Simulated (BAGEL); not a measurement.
# C2H4SSi (SMILES SC1=C[SiH2]1): HF/6-31G(d) (density fitting with qzvpp-jkfit, spherical functions)

What is the vertical ionisation energy of C2H4SSi at HF/6-31G* (density fitting with qzvpp-jkfit, spherical functions)? 

The calculation is run with BAGEL 1.2.2.

## Step 1: The system as given

The species is C2H4SSi (8 atoms), meant as a singlet with charge 0. SMILES: `SC1=C[SiH2]1`. Geometry: relaxed at PBE0-D4/def2-TZVP. This is one conformer, not always the lowest.

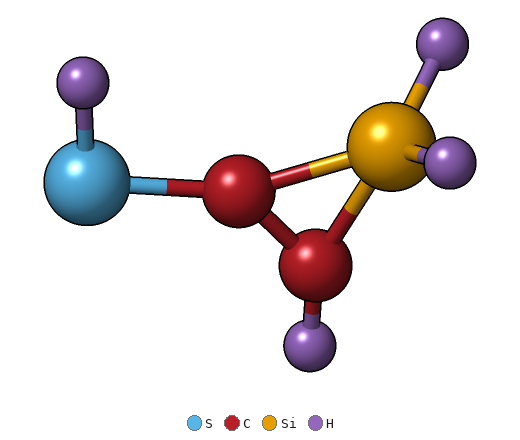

Viewed from a chosen angle; sulfur blue, carbon red, silicon amber, hydrogen purple.

## Step 2: The energy at HF/6-31G(d) (density fitting with qzvpp-jkfit, spherical functions)

The input, input.json:

```json
{ "bagel" : [

{
  "title" : "molecule",
  "basis" : "6-31gs.json",
  "df_basis" : "qzvpp-jkfit",
  "angstrom" : true,
  "geometry" : [
    { "atom" : "S", "xyz" : [   -0.593900,    2.188800,    0.194600 ] },
    { "atom" : "C", "xyz" : [   -0.070400,    0.552600,    0.194400 ] },
    { "atom" : "C", "xyz" : [    0.593100,   -0.239600,    1.044100 ] },
    { "atom" : "Si", "xyz" : [    0.152600,   -1.126000,   -0.456500 ] },
    { "atom" : "H", "xyz" : [   -1.174900,    2.181300,   -1.014900 ] },
    { "atom" : "H", "xyz" : [    1.033500,   -0.135100,    2.026300 ] },
    { "atom" : "H", "xyz" : [    1.135300,   -1.400600,   -1.532900 ] },
    { "atom" : "H", "xyz" : [   -0.983100,   -2.078400,   -0.510800 ] }
  ]
},
{ "title" : "hf" },
{ "title" : "print", "file" : "orbitals.molden", "orbitals" : true }

]}
```

The basis set 6-31G* is read from a file made from the Basis Set Exchange's data (not shown).

On the command line:

```console
$ BAGEL_NUM_THREADS=1 BAGEL input.json > input.out
```

Log:

```text
* using 1 threads per process

  ===============================================================
  ===============================================================

  *** Geometry ***

  { "atom" : "S", "xyz" : [     -1.122308,      4.136233,      0.367741 ] },
  { "atom" : "C", "xyz" : [     -0.133037,      1.044263,      0.367363 ] },
  { "atom" : "C", "xyz" : [      1.120797,     -0.452778,      1.973063 ] },
  { "atom" : "Si", "xyz" : [      0.288372,     -2.127832,     -0.862660 ] },
  { "atom" : "H", "xyz" : [     -2.220239,      4.122060,     -1.917883 ] },
  { "atom" : "H", "xyz" : [      1.953032,     -0.255302,      3.829152 ] },
  { "atom" : "H", "xyz" : [      2.145406,     -2.646750,     -2.896761 ] },
  { "atom" : "H", "xyz" : [     -1.857790,     -3.927607,     -0.965272 ] },

  Number of auxiliary basis functions:      478

  Since a DF basis is specified, we compute 2- and 3-index integrals:
    o Being stored without compression. Storage requirement is 0.020 GB

  Number of basis functions:       72
  Number of electrons      :       46

    * METHOD: MOLECULE                             0.19

  *** RHF ***

  === Nuclear Repulsion ===
   184.5020041875

      * DIIS with orbital gradients will be used.

  === RHF iteration (6-31gs.json) ===
      0       -764.30606160          0.01376771           0.05
      1       -764.38677078          0.00692811           0.04
      2       -764.40618074          0.00166231           0.04
      3       -764.40822767          0.00028942           0.04
      4       -764.40830619          0.00012081           0.05
      5       -764.40832290          0.00005398           0.04
      6       -764.40832588          0.00001957           0.05
      7       -764.40832634          0.00000761           0.04
      8       -764.40832642          0.00000253           0.04
      9       -764.40832643          0.00000083           0.05
     10       -764.40832644          0.00000031           0.05
     11       -764.40832644          0.00000010           0.05
     12       -764.40832644          0.00000003           0.05
     13       -764.40832644          0.00000001           0.05
     14       -764.40832644          0.00000000           0.05
    * SCF iteration converged.

    * Permanent dipole moment:
           (    0.049716,     0.328058,     0.320563) a.u.

    * METHOD: HF                                   0.81

    * METHOD: PRINT                                0.01

  ===============================================================
```

Run time: 1.1 s. Hardware: 1 thread of Arm Neoverse V2, shared host.

## Step 3: The doublet cation, same level

The input, input.json:

```json
{ "bagel" : [

{
  "title" : "molecule",
  "basis" : "6-31gs.json",
  "df_basis" : "qzvpp-jkfit",
  "angstrom" : true,
  "geometry" : [
    { "atom" : "S", "xyz" : [      -0.593900,       2.188800,       0.194600 ] },
    { "atom" : "C", "xyz" : [      -0.070400,       0.552600,       0.194400 ] },
    { "atom" : "C", "xyz" : [       0.593100,      -0.239600,       1.044100 ] },
    { "atom" : "Si", "xyz" : [       0.152600,      -1.126000,      -0.456500 ] },
    { "atom" : "H", "xyz" : [      -1.174900,       2.181300,      -1.014900 ] },
    { "atom" : "H", "xyz" : [       1.033500,      -0.135100,       2.026300 ] },
    { "atom" : "H", "xyz" : [       1.135300,      -1.400600,      -1.532900 ] },
    { "atom" : "H", "xyz" : [      -0.983100,      -2.078400,      -0.510800 ] }
  ]
},

{
  "title" : "uhf",
  "charge" : 1,
  "nopen" : 1
},

{
  "title" : "print",
  "file" : "orbitals.molden",
  "orbitals" : true
}

]}
```

The basis set 6-31G* is read from a file made from the Basis Set Exchange's data (not shown).

On the command line:

```console
$ BAGEL_NUM_THREADS=1 BAGEL input.json > input.out
```

Log:

```text
* using 1 threads per process

  ===============================================================
  ===============================================================

  *** Geometry ***

  { "atom" : "S", "xyz" : [     -1.122308,      4.136233,      0.367741 ] },
  { "atom" : "C", "xyz" : [     -0.133037,      1.044263,      0.367363 ] },
  { "atom" : "C", "xyz" : [      1.120797,     -0.452778,      1.973063 ] },
  { "atom" : "Si", "xyz" : [      0.288372,     -2.127832,     -0.862660 ] },
  { "atom" : "H", "xyz" : [     -2.220239,      4.122060,     -1.917883 ] },
  { "atom" : "H", "xyz" : [      1.953032,     -0.255302,      3.829152 ] },
  { "atom" : "H", "xyz" : [      2.145406,     -2.646750,     -2.896761 ] },
  { "atom" : "H", "xyz" : [     -1.857790,     -3.927607,     -0.965272 ] },

  Number of auxiliary basis functions:      478

  Since a DF basis is specified, we compute 2- and 3-index integrals:
    o Being stored without compression. Storage requirement is 0.020 GB

  Number of basis functions:       72
  Number of electrons      :       46

    * METHOD: MOLECULE                             0.20

  *** Open-shell HF ***

  === Nuclear Repulsion ===
   184.5020041875

      * DIIS with orbital gradients will be used.

  === UHF iteration (6-31gs.json) ===
      0       -764.00830973          0.02384003           0.09
      1       -764.09707780          0.01016325           0.09
      2       -764.11100637          0.00584016           0.09
      3       -764.11562958          0.00116807           0.09
      4       -764.11704534          0.00041262           0.09
      5       -764.11739075          0.00033534           0.09
      6       -764.11763834          0.00030773           0.09
      7       -764.11789844          0.00025256           0.09
      8       -764.11818547          0.00009399           0.09
      9       -764.11819531          0.00005006           0.09
     10       -764.11819746          0.00003529           0.09
     11       -764.11820137          0.00002670           0.09
     12       -764.11820267          0.00000994           0.09
     13       -764.11820284          0.00000735           0.09
     14       -764.11820305          0.00000290           0.09
     15       -764.11820309          0.00000094           0.09
     16       -764.11820309          0.00000028           0.10
     17       -764.11820309          0.00000015           0.09
     18       -764.11820309          0.00000008           0.10
     19       -764.11820309          0.00000004           0.10
     20       -764.11820309          0.00000002           0.10
     21       -764.11820309          0.00000001           0.09
     22       -764.11820309          0.00000001           0.09
    * SCF iteration converged.

    * S^2 (UHF) is 0.8576

    * Permanent dipole moment:
           (    0.259158,    -0.583078,     0.150404) a.u.

    * METHOD: UHF                                  2.26

    * METHOD: PRINT                                0.01

  ===============================================================
```

It took 2.6 s on 1 thread of Arm Neoverse V2, shared host.

## Step 4: Outcome

At HF/6-31G* (density fitting with qzvpp-jkfit, spherical functions):

| quantity | value |
| --- | --- |
| singlet C2H4SSi: total energy | -764.40833 Eh |
| singlet C2H4SSi: dipole moment | 1.17 D |
| singlet C2H4SSi: HOMO energy | -9.10 eV |
| singlet C2H4SSi: LUMO energy | 3.13 eV |
| singlet C2H4SSi: HOMO–LUMO gap | 12.22 eV |
| doublet cation: total energy | -764.11820 Eh |
| doublet cation: ⟨S²⟩ | 0.858 |
| vertical ionisation energy (to the doublet cation) | 7.895 eV |

**Reading.** Removing an electron at fixed nuclei costs 7.89 eV (182 kcal/mol). The negative HOMO energy of the first species, 9.10 eV, lies 1.20 eV above that difference. ⟨S²⟩ (doublet cation) is 0.86 where a pure doublet has 0.75: the reference is spin-contaminated.
